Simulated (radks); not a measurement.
# Ionisation of Nb¹⁶⁺: one atom, several choices of functional

How much does the choice of functional matter for taking an electron from Nb¹⁶⁺? Both Nb¹⁶⁺ ([Ar] 3d7) and Nb¹⁷⁺ ([Ar] 3d6) are run for each choice.

The numbers are computed with radks (a radial shooting solver on a logarithmic mesh, Libxc functionals) version 1 (Dirac Kohn-Sham, spin-unpolarised, spherical densities, finite nucleus; open shells are shared between the two j in proportion to 2j + 1), except any that are marked as measured or tabulated.

## 1. The system

```
element       : niobium (Z = 41)
charge        : +16
electrons     : 25
configuration : [Ar] 3d7
ion           : Nb¹⁷⁺, [Ar] 3d6
choices       : PBEsol; Wu-Cohen GGA; exchange-only B88; SOGGA; exchange-only PBE; B86b exchange with PBE correlation; BLYP; PBE; RPBE
```

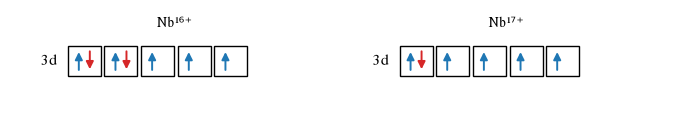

Outer shells as boxes.

In the logs a row gives level, spin channel, occupation and eigenvalue; Etot, Ekin, Encl (electron-nucleus), Eh (Hartree) and Exc are energies, all in hartree; err is the last residual, it the number of iterations.

## 2. PBEsol: Nb¹⁶⁺

The run's settings:

```text
Z 41
configuration [Ar] 3d7
relativity Dirac
functional pbe_sol,pbe_sol
spin unpolarised
j_filling average
nucleus finite rms 4.324 fm
c 137.035999084
```

The log of the run:

```text
1s1/2   1   2.0000        -707.51227797
2s1/2   1   2.0000        -113.41440575
2p1/2   1   2.0000        -105.55668517
2p3/2   1   4.0000        -102.02695707
3s1/2   1   2.0000         -31.29614839
3p1/2   1   2.0000         -28.35275870
3p3/2   1   4.0000         -27.71700360
3d3/2   1   2.8000         -22.64081978
3d5/2   1   4.2000         -22.51441249
Etot -3701.9933813846897
Ekin 3835.8212630772305
Encl -8520.496505653919
Eh 1084.620033117415
Exc -101.9381719254167
err 9.039829162849099e-10
it 14
```

3d5/2 is the highest filled level (-612.65 eV).

From the orbitals of this run (lengths in bohr):

| level | occupation | energy (eV) | <r> | outermost maximum (interpolated) | 90 % within | nodes |
| --- | --- | --- | --- | --- | --- | --- |
| 2s1/2 | 2 | -3086.2 | 0.1575 | 0.133 | 0.244 | 1 |
| 2p1/2 | 2 | -2872.3 | 0.1343 | 0.104 | 0.220 | 0 |
| 2p3/2 | 4 | -2776.3 | 0.1388 | 0.108 | 0.226 | 0 |
| 3s1/2 | 2 | -851.61 | 0.4266 | 0.388 | 0.627 | 2 |
| 3p1/2 | 2 | -771.52 | 0.4178 | 0.374 | 0.627 | 1 |
| 3p3/2 | 4 | -754.22 | 0.4267 | 0.382 | 0.639 | 1 |
| 3d3/2 | 2.8 | -616.09 | 0.3946 | 0.317 | 0.620 | 0 |
| 3d5/2 | 4.2 | -612.65 | 0.3973 | 0.320 | 0.624 | 0 |

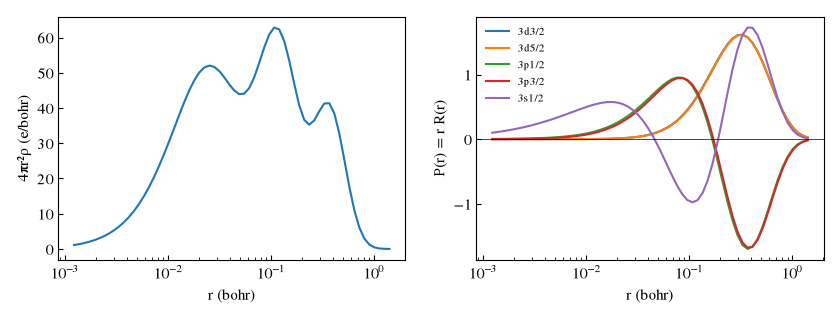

Radial density (left) and radial functions of outer levels (right).

## 3. PBEsol: Nb¹⁷⁺

Changes since step 2:

```diff
@@ -1,3 +1,3 @@
 Z 41
-configuration [Ar] 3d7
+configuration [Ar] 3d6
 relativity Dirac
```

The log of the run:

```text
1s1/2   1   2.0000        -709.94171544
2s1/2   1   2.0000        -115.85105105
2p1/2   1   2.0000        -108.00667669
2p3/2   1   4.0000        -104.47455994
3s1/2   1   2.0000         -33.23003277
3p1/2   1   2.0000         -30.30488253
3p3/2   1   4.0000         -29.65085642
3d3/2   1   2.4000         -24.65806972
3d5/2   1   3.6000         -24.52623397
Etot -3678.4263808561072
Ekin 3812.4750437579364
Encl -8422.13868014709
Eh 1030.847558421628
Exc -99.61030288858137
err 6.273294930938321e-10
it 14
```

PBEsol gives an ionisation energy of 641.29 eV.

## 4. Wu-Cohen GGA: Nb¹⁶⁺

The run's settings:

```text
Z 41
configuration [Ar] 3d7
relativity Dirac
functional wc,pbe
spin unpolarised
j_filling average
nucleus finite rms 4.324 fm
c 137.035999084
```

The log of the run:

```text
1s1/2   1   2.0000        -707.84413915
2s1/2   1   2.0000        -113.45859217
2p1/2   1   2.0000        -105.60391351
2p3/2   1   4.0000        -102.07022195
3s1/2   1   2.0000         -31.30774881
3p1/2   1   2.0000         -28.36403647
3p3/2   1   4.0000         -27.72772534
3d3/2   1   2.8000         -22.64743707
3d5/2   1   4.2000         -22.52096413
Etot -3703.4377963142724
Ekin 3837.5522923525127
Encl -8522.398707451037
Eh 1084.8111752675136
Exc -103.40255648326234
err 2.5579078553608e-09
it 14
```

Highest occupied level: 3d5/2 at -612.83 eV.

## 5. Wu-Cohen GGA: Nb¹⁷⁺

Changes since step 4:

```diff
@@ -1,3 +1,3 @@
 Z 41
-configuration [Ar] 3d7
+configuration [Ar] 3d6
 relativity Dirac
```

The log of the run:

```text
1s1/2   1   2.0000        -710.27392275
2s1/2   1   2.0000        -115.89577484
2p1/2   1   2.0000        -108.05415303
2p3/2   1   4.0000        -104.51811720
3s1/2   1   2.0000         -33.24175679
3p1/2   1   2.0000         -30.31644475
3p3/2   1   4.0000         -29.66182945
3d3/2   1   2.4000         -24.66526774
3d5/2   1   3.6000         -24.53335689
Etot -3679.863941086613
Ekin 3814.1947461300697
Encl -8424.025908996666
Eh 1031.0348550972967
Exc -101.06763331731366
err 2.702680138992941e-09
it 14
```

Wu-Cohen GGA gives an ionisation energy of 641.48 eV.

## 6. exchange-only B88: Nb¹⁶⁺

The run's settings:

```text
Z 41
configuration [Ar] 3d7
relativity Dirac
functional b88,
spin unpolarised
j_filling average
nucleus finite rms 4.324 fm
c 137.035999084
```

The log of the run:

```text
1s1/2   1   2.0000        -708.03559145
2s1/2   1   2.0000        -113.43132191
2p1/2   1   2.0000        -105.56148425
2p3/2   1   4.0000        -102.02607192
3s1/2   1   2.0000         -31.24878544
3p1/2   1   2.0000         -28.30123970
3p3/2   1   4.0000         -27.66497634
3d3/2   1   2.8000         -22.58302173
3d5/2   1   4.2000         -22.45654983
Etot -3703.2928157700658
Ekin 3838.7401188003746
Encl -8523.56896442535
Eh 1084.799283861034
Exc -103.26325400612421
err 4.4131599326461207e-10
it 16
```

The top filled level is 3d5/2, -611.07 eV.

## 7. exchange-only B88: Nb¹⁷⁺

Changes since step 6:

```diff
@@ -1,3 +1,3 @@
 Z 41
-configuration [Ar] 3d7
+configuration [Ar] 3d6
 relativity Dirac
```

The log of the run:

```text
1s1/2   1   2.0000        -710.46484466
2s1/2   1   2.0000        -115.86837015
2p1/2   1   2.0000        -108.01165172
2p3/2   1   4.0000        -104.47388811
3s1/2   1   2.0000         -33.18351390
3p1/2   1   2.0000         -30.25417722
3p3/2   1   4.0000         -29.59963006
3d3/2   1   2.4000         -24.60104449
3d5/2   1   3.6000         -24.46913575
Etot -3679.7832837688848
Ekin 3815.38648452479
Encl -8425.210974846672
Eh 1031.0346104249406
Exc -100.99340387194322
err 6.015124875598521e-10
it 16
```

exchange-only B88 gives an ionisation energy of 639.73 eV.

## 8. SOGGA: Nb¹⁶⁺

The run's settings:

```text
Z 41
configuration [Ar] 3d7
relativity Dirac
functional sogga,pbe
spin unpolarised
j_filling average
nucleus finite rms 4.324 fm
c 137.035999084
```

The log of the run:

```text
1s1/2   1   2.0000        -707.49978024
2s1/2   1   2.0000        -113.40514461
2p1/2   1   2.0000        -105.54798221
2p3/2   1   4.0000        -102.01821705
3s1/2   1   2.0000         -31.29162948
3p1/2   1   2.0000         -28.34774324
3p3/2   1   4.0000         -27.71208910
3d3/2   1   2.8000         -22.63450088
3d5/2   1   4.2000         -22.50813153
Etot -3701.7652251870795
Ekin 3835.7472934450007
Encl -8520.394594622845
Eh 1084.5904834689336
Exc -101.70840747816895
err 9.60561295451211e-10
it 14
```

Highest occupied level: 3d5/2 at -612.48 eV.

## 9. SOGGA: Nb¹⁷⁺

Changes since step 8:

```diff
@@ -1,3 +1,3 @@
 Z 41
-configuration [Ar] 3d7
+configuration [Ar] 3d6
 relativity Dirac
```

The log of the run:

```text
1s1/2   1   2.0000        -709.92910943
2s1/2   1   2.0000        -115.84168672
2p1/2   1   2.0000        -107.99787213
2p3/2   1   4.0000        -104.46571822
3s1/2   1   2.0000         -33.22540417
3p1/2   1   2.0000         -30.29974880
3p3/2   1   4.0000         -29.64583214
3d3/2   1   2.4000         -24.65158768
3d5/2   1   3.6000         -24.51979105
Etot -3678.204600748205
Ekin 3812.4031972338325
Encl -8422.04128492426
Eh 1030.820493719386
Exc -99.38700677716315
err 6.625701709823267e-10
it 14
```

SOGGA gives an ionisation energy of 641.12 eV.

## 10. exchange-only PBE: Nb¹⁶⁺

The run's settings:

```text
Z 41
configuration [Ar] 3d7
relativity Dirac
functional pbe,
spin unpolarised
j_filling average
nucleus finite rms 4.324 fm
c 137.035999084
```

The log of the run:

```text
1s1/2   1   2.0000        -707.94168387
2s1/2   1   2.0000        -113.41669962
2p1/2   1   2.0000        -105.54017845
2p3/2   1   4.0000        -102.00619883
3s1/2   1   2.0000         -31.24532237
3p1/2   1   2.0000         -28.29568778
3p3/2   1   4.0000         -27.65986820
3d3/2   1   2.8000         -22.57761642
3d5/2   1   4.2000         -22.45124366
Etot -3702.7478562252245
Ekin 3838.1665021187714
Encl -8522.838937886861
Eh 1084.6307963515724
Exc -102.70621680870616
err 1.6503193622988644e-09
it 14
```

3d5/2 is the highest filled level (-610.93 eV).

## 11. exchange-only PBE: Nb¹⁷⁺

Changes since step 10:

```diff
@@ -1,3 +1,3 @@
 Z 41
-configuration [Ar] 3d7
+configuration [Ar] 3d6
 relativity Dirac
```

The log of the run:

```text
1s1/2   1   2.0000        -710.37051336
2s1/2   1   2.0000        -115.85331475
2p1/2   1   2.0000        -107.99006150
2p3/2   1   4.0000        -104.45370944
3s1/2   1   2.0000         -33.17968393
3p1/2   1   2.0000         -30.24816120
3p3/2   1   4.0000         -29.59410186
3d3/2   1   2.4000         -24.59497218
3d5/2   1   3.6000         -24.46316778
Etot -3679.243995835532
Ekin 3814.818382401004
Encl -8424.496352754311
Eh 1030.8764555104622
Exc -100.44248099268682
err 1.899887860051896e-09
it 14
```

exchange-only PBE gives an ionisation energy of 639.57 eV.

## 12. B86b exchange with PBE correlation: Nb¹⁶⁺

The run's settings:

```text
Z 41
configuration [Ar] 3d7
relativity Dirac
functional b86_mgc,pbe
spin unpolarised
j_filling average
nucleus finite rms 4.324 fm
c 137.035999084
```

The log of the run:

```text
1s1/2   1   2.0000        -708.06489288
2s1/2   1   2.0000        -113.49363723
2p1/2   1   2.0000        -105.61043885
2p3/2   1   4.0000        -102.07619873
3s1/2   1   2.0000         -31.32566872
3p1/2   1   2.0000         -28.37184905
3p3/2   1   4.0000         -27.73603876
3d3/2   1   2.8000         -22.64844512
3d5/2   1   4.2000         -22.52207586
Etot -3704.5815528578723
Ekin 3838.811783762731
Encl -8523.68574779672
Eh 1084.8506455161255
Exc -104.55823434000791
err 2.9109678117169183e-09
it 14
```

The top filled level is 3d5/2, -612.86 eV.

## 13. B86b exchange with PBE correlation: Nb¹⁷⁺

Changes since step 12:

```diff
@@ -1,3 +1,3 @@
 Z 41
-configuration [Ar] 3d7
+configuration [Ar] 3d6
 relativity Dirac
```

The log of the run:

```text
1s1/2   1   2.0000        -710.49464683
2s1/2   1   2.0000        -115.93106294
2p1/2   1   2.0000        -108.06132484
2p3/2   1   4.0000        -104.52468455
3s1/2   1   2.0000         -33.26026268
3p1/2   1   2.0000         -30.32446230
3p3/2   1   4.0000         -29.67042618
3d3/2   1   2.4000         -24.66585531
3d5/2   1   3.6000         -24.53405897
Etot -3681.006819015767
Ekin 3815.4532779178653
Encl -8425.30853537039
Eh 1031.0706543296283
Exc -102.22221589287075
err 1.342251590990835e-09
it 15
```

B86b exchange with PBE correlation gives an ionisation energy of 641.50 eV.

## 14. BLYP: Nb¹⁶⁺

The run's settings:

```text
Z 41
configuration [Ar] 3d7
relativity Dirac
functional b88,lyp
spin unpolarised
j_filling average
nucleus finite rms 4.324 fm
c 137.035999084
```

The log of the run:

```text
1s1/2   1   2.0000        -708.09305192
2s1/2   1   2.0000        -113.49073619
2p1/2   1   2.0000        -105.62118173
2p3/2   1   4.0000        -102.08579015
3s1/2   1   2.0000         -31.30356185
3p1/2   1   2.0000         -28.35661265
3p3/2   1   4.0000         -27.72012404
3d3/2   1   2.8000         -22.63977848
3d5/2   1   4.2000         -22.51326617
Etot -3704.603174580085
Ekin 3838.8745105251273
Encl -8523.74972639982
Eh 1084.8488987614173
Exc -104.5768574668104
err 4.753796020816726e-10
it 16
```

3d5/2 is the highest filled level (-612.62 eV).

## 15. BLYP: Nb¹⁷⁺

Changes since step 14:

```diff
@@ -1,3 +1,3 @@
 Z 41
-configuration [Ar] 3d7
+configuration [Ar] 3d6
 relativity Dirac
```

The log of the run:

```text
1s1/2   1   2.0000        -710.52264060
2s1/2   1   2.0000        -115.92805303
2p1/2   1   2.0000        -108.07162268
2p3/2   1   4.0000        -104.53387856
3s1/2   1   2.0000         -33.23812220
3p1/2   1   2.0000         -30.30945971
3p3/2   1   4.0000         -29.65468459
3d3/2   1   2.4000         -24.65787263
3d5/2   1   3.6000         -24.52592172
Etot -3681.0368728655976
Ekin 3815.5130506387627
Encl -8425.378314543315
Eh 1031.0782855684233
Exc -102.24989452946859
err 6.529933605333658e-10
it 16
```

BLYP gives an ionisation energy of 641.27 eV.

## 16. PBE: Nb¹⁶⁺

The run's settings:

```text
Z 41
configuration [Ar] 3d7
relativity Dirac
functional pbe,pbe
spin unpolarised
j_filling average
nucleus finite rms 4.324 fm
c 137.035999084
```

The log of the run:

```text
1s1/2   1   2.0000        -707.96135110
2s1/2   1   2.0000        -113.47780461
2p1/2   1   2.0000        -105.59660628
2p3/2   1   4.0000        -102.06337245
3s1/2   1   2.0000         -31.32020570
3p1/2   1   2.0000         -28.36731044
3p3/2   1   4.0000         -27.73160738
3d3/2   1   2.8000         -22.64546637
3d5/2   1   4.2000         -22.51911411
Etot -3704.0658353126623
Ekin 3838.2533432794353
Encl -8523.070654244999
Eh 1084.7871397989059
Exc -104.03566414600425
err 2.497945252938066e-09
it 14
```

Highest occupied level: 3d5/2 at -612.78 eV.

## 17. PBE: Nb¹⁷⁺

Changes since step 16:

```diff
@@ -1,3 +1,3 @@
 Z 41
-configuration [Ar] 3d7
+configuration [Ar] 3d6
 relativity Dirac
```

The log of the run:

```text
1s1/2   1   2.0000        -710.39099087
2s1/2   1   2.0000        -115.91503924
2p1/2   1   2.0000        -108.04733716
2p3/2   1   4.0000        -104.51169708
3s1/2   1   2.0000         -33.25466529
3p1/2   1   2.0000         -30.31978841
3p3/2   1   4.0000         -29.66586394
3d3/2   1   2.4000         -24.66271876
3d5/2   1   3.6000         -24.53094104
Etot -3680.4941467860654
Ekin 3814.8979301419668
Encl -8424.698784099794
Eh 1031.0095102054888
Exc -101.70280303372726
err 4.41985582472837e-09
it 14
```

Δ-SCF with PBE: 641.42 eV.

## 18. RPBE: Nb¹⁶⁺

The run's settings:

```text
Z 41
configuration [Ar] 3d7
relativity Dirac
functional rpbe,pbe
spin unpolarised
j_filling average
nucleus finite rms 4.324 fm
c 137.035999084
```

The log of the run:

```text
1s1/2   1   2.0000        -708.00764682
2s1/2   1   2.0000        -113.48431271
2p1/2   1   2.0000        -105.58826956
2p3/2   1   4.0000        -102.05550887
3s1/2   1   2.0000         -31.32692578
3p1/2   1   2.0000         -28.36872792
3p3/2   1   4.0000         -27.73332385
3d3/2   1   2.8000         -22.64367499
3d5/2   1   4.2000         -22.51737938
Etot -3704.4051653182887
Ekin 3838.6260004692826
Encl -8523.47509799394
Eh 1084.825603132855
Exc -104.38167092648659
err 2.9383089407775206e-09
it 14
```

Highest occupied level: 3d5/2 at -612.73 eV.

## 19. RPBE: Nb¹⁷⁺

Changes since step 18:

```diff
@@ -1,3 +1,3 @@
 Z 41
-configuration [Ar] 3d7
+configuration [Ar] 3d6
 relativity Dirac
```

The log of the run:

```text
1s1/2   1   2.0000        -710.43734454
2s1/2   1   2.0000        -115.92171594
2p1/2   1   2.0000        -108.03944549
2p3/2   1   4.0000        -104.50423960
3s1/2   1   2.0000         -33.26193269
3p1/2   1   2.0000         -30.32152242
3p3/2   1   4.0000         -29.66793511
3d3/2   1   2.4000         -24.66085743
3d5/2   1   3.6000         -24.52914521
Etot -3680.8352559673194
Ekin 3815.2725272029434
Encl -8425.09908563468
Eh 1031.0415573842658
Exc -102.05025491984902
err 2.8708409788268406e-09
it 14
```

RPBE gives an ionisation energy of 641.37 eV.

## 20. Summary of results

| functional | E(Nb¹⁶⁺) (hartree) | Δ-SCF (eV) | −ε(HOMO) (eV) | <r> HOMO (bohr) | error (eV) |
| --- | --- | --- | --- | --- | --- |
| PBEsol | -3701.99338 | 641.29 | 612.65 | 0.3973 | +5.29 |
| Wu-Cohen GGA | -3703.43780 | 641.48 | 612.83 | 0.3973 | +5.48 |
| exchange-only B88 | -3703.29282 | 639.73 | 611.07 | 0.3974 | +3.73 |
| SOGGA | -3701.76523 | 641.12 | 612.48 | 0.3974 | +5.12 |
| exchange-only PBE | -3702.74786 | 639.57 | 610.93 | 0.3976 | +3.57 |
| B86b exchange with PBE correlation | -3704.58155 | 641.50 | 612.86 | 0.3974 | +5.50 |
| BLYP | -3704.60317 | 641.27 | 612.62 | 0.3974 | +5.27 |
| PBE | -3704.06584 | 641.42 | 612.78 | 0.3974 | +5.42 |
| RPBE | -3704.40517 | 641.37 | 612.73 | 0.3974 | +5.37 |

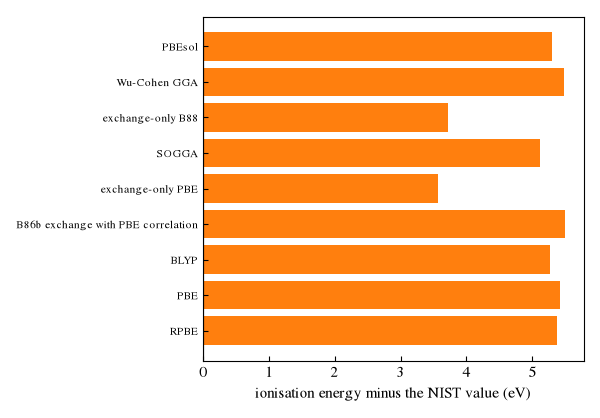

Each choice against the tabulated value.

In words: The NIST Atomic Spectra Database lists 636 +/- 3 eV (theoretical). The smallest miss is that of exchange-only PBE (+3.57 eV), the largest that of B86b exchange with PBE correlation (+5.50 eV). The ionisation energies span 1.93 eV, the total energies of Nb¹⁶⁺ 77.2 eV: most of the change in the total cancels in the difference. Spin polarisation and multiplet splitting are left out, so open shells lie too high by an amount that depends on their filling. Sharing an open shell by 2j + 1 raises it above the true ground level by a part of the spin-orbit splitting, which enters the differences from NIST.
